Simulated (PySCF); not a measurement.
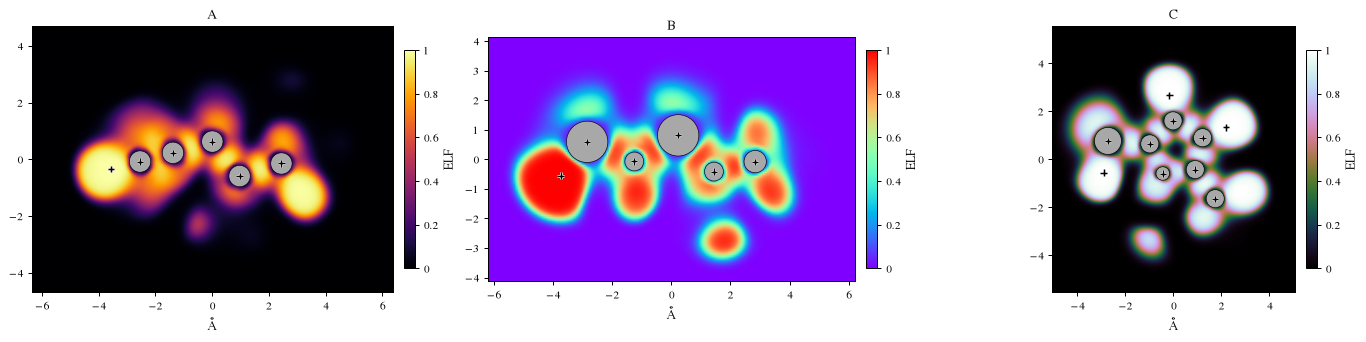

The ELF of 3 systems, each on a plane through atoms (crosses mark nuclei in the plane; grey discs cover the cores).

These are results of PySCF 2.14.0, PBE0/pcSseg-1, SCF density, gas phase, non-relativistic, not measurements.

System 1: C₈H₁₃Al, the plane of atoms C2, C3 and C8. Geometry: GFN2-xTB.

```json
{"atom": "C", "x (Å)": "2.1768", "y (Å)": "-2.9273", "z (Å)": "0.1608"}
{"atom": "C", "x (Å)": "1.6924", "y (Å)": "-1.8907", "z (Å)": "-0.2035"}
{"atom": "C", "x (Å)": "1.1302", "y (Å)": "-0.6191", "z (Å)": "-0.5957"}
{"atom": "Al", "x (Å)": "1.3751", "y (Å)": "0.6680", "z (Å)": "0.9287"}
{"atom": "C", "x (Å)": "0.1886", "y (Å)": "2.2355", "z (Å)": "0.5958"}
{"atom": "C", "x (Å)": "-1.1489", "y (Å)": "1.7271", "z (Å)": "0.0102"}
{"atom": "C", "x (Å)": "-0.9958", "y (Å)": "0.6998", "z (Å)": "-1.1174"}
{"atom": "C", "x (Å)": "-0.4128", "y (Å)": "-0.6736", "z (Å)": "-0.7326"}
{"atom": "C", "x (Å)": "-1.0229", "y (Å)": "-1.2191", "z (Å)": "0.5499"}
{"atom": "H", "x (Å)": "2.5967", "y (Å)": "-3.8419", "z (Å)": "0.4575"}
{"atom": "H", "x (Å)": "1.5514", "y (Å)": "-0.3564", "z (Å)": "-1.5774"}
{"atom": "H", "x (Å)": "2.2229", "y (Å)": "0.3186", "z (Å)": "2.1681"}
{"atom": "H", "x (Å)": "-0.0350", "y (Å)": "2.8883", "z (Å)": "1.4506"}
{"atom": "H", "x (Å)": "0.6481", "y (Å)": "2.9000", "z (Å)": "-0.1553"}
{"atom": "H", "x (Å)": "-1.7144", "y (Å)": "2.5739", "z (Å)": "-0.3946"}
{"atom": "H", "x (Å)": "-1.7566", "y (Å)": "1.2965", "z (Å)": "0.8082"}
{"atom": "H", "x (Å)": "-0.3687", "y (Å)": "1.1323", "z (Å)": "-1.9019"}
{"atom": "H", "x (Å)": "-1.9886", "y (Å)": "0.5338", "z (Å)": "-1.5470"}
{"atom": "H", "x (Å)": "-0.6655", "y (Å)": "-1.3670", "z (Å)": "-1.5473"}
{"atom": "H", "x (Å)": "-0.7462", "y (Å)": "-2.2621", "z (Å)": "0.6852"}
{"atom": "H", "x (Å)": "-2.1079", "y (Å)": "-1.1386", "z (Å)": "0.5454"}
{"atom": "H", "x (Å)": "-0.6294", "y (Å)": "-0.6588", "z (Å)": "1.4112"}
```

System 2: C₅H₈OS₂Si (SMILES [SiH3]SCc1ccc(S)o1), the plane of atoms S8, C7 and O9. Geometry: GFN2-xTB.

```yaml
atoms:
  - { symbol: Si, position_ang: [2.3547, 0.8732, -0.3967] }
  - { symbol: S, position_ang: [2.2874, -1.2449, -0.0480] }
  - { symbol: C, position_ang: [0.7996, -1.3912, 1.0393] }
  - { symbol: C, position_ang: [-0.4012, -0.8336, 0.3954] }
  - { symbol: C, position_ang: [-1.3923, -1.3976, -0.3512] }
  - { symbol: C, position_ang: [-2.2443, -0.3430, -0.7642] }
  - { symbol: C, position_ang: [-1.6984, 0.7920, -0.2427] }
  - { symbol: S, position_ang: [-2.1993, 2.4655, -0.3457] }
  - { symbol: O, position_ang: [-0.5833, 0.5144, 0.4615] }
  - { symbol: H, position_ang: [2.0850, 1.5344, 0.8745] }
  - { symbol: H, position_ang: [3.7154, 1.0735, -0.8602] }
  - { symbol: H, position_ang: [1.3698, 1.2359, -1.4085] }
  - { symbol: H, position_ang: [0.6852, -2.4568, 1.2211] }
  - { symbol: H, position_ang: [1.0297, -0.8706, 1.9679] }
  - { symbol: H, position_ang: [-1.5049, -2.4374, -0.5785] }
  - { symbol: H, position_ang: [-3.1304, -0.4119, -1.3592] }
  - { symbol: H, position_ang: [-1.1797, 2.9100, 0.3853] }
```

System 3: C₄H₁₃FN₂Si₂ (SMILES F[C@H]1CCN([SiH2]N[SiH3])C1), the plane of atoms Si6, N7 and Si8. Geometry: GFN2-xTB.

| atom | x (Å) | y (Å) | z (Å) |
| --- | --- | --- | --- |
| F | -1.7058 | -2.0970 | 0.1133 |
| C | -2.1903 | -0.8594 | -0.2648 |
| C | -2.4566 | 0.0049 | 0.9733 |
| C | -1.5538 | 1.2312 | 0.7602 |
| N | -0.4711 | 0.7666 | -0.0734 |
| Si | 1.0330 | 0.2996 | 0.6324 |
| N | 2.0713 | 0.0639 | -0.7276 |
| Si | 3.7040 | -0.5021 | -0.6914 |
| C | -1.1116 | -0.0903 | -1.0439 |
| H | -3.0834 | -1.0669 | -0.8627 |
| H | -3.5064 | 0.2708 | 1.0766 |
| H | -2.1426 | -0.5498 | 1.8569 |
| H | -2.1094 | 2.0106 | 0.2219 |
| H | -1.1799 | 1.6473 | 1.6920 |
| H | 1.3870 | 1.4456 | 1.4785 |
| H | 1.0791 | -0.9459 | 1.4022 |
| H | 1.8244 | 0.6097 | -1.5378 |
| H | 4.6040 | 0.4705 | -0.0597 |
| H | 3.7143 | -1.7463 | 0.0718 |
| H | 4.0796 | -0.7026 | -2.0923 |
| H | -1.5964 | 0.5241 | -1.8138 |
| H | -0.3996 | -0.7653 | -1.5137 |

### Which map belongs to which system?

Panel A is system 1, C₈H₁₃Al: the plane holds C and H. C–C (1.20 Å): the ELF peaks at about 0.85 between the atoms: a short, multiple covalent bond. Panel B is system 3, C₄H₁₃FN₂Si₂: the plane holds C, N, Si and H. C–N (1.44 Å): the ELF peaks at about 0.90 between the atoms; a covalent bond. Panel C is system 2, C₅H₈OS₂Si: the plane holds C, S, O and H. C–O (1.35 Å): the ELF peaks at about 0.90 between the atoms (a shared but strongly polarised pair).
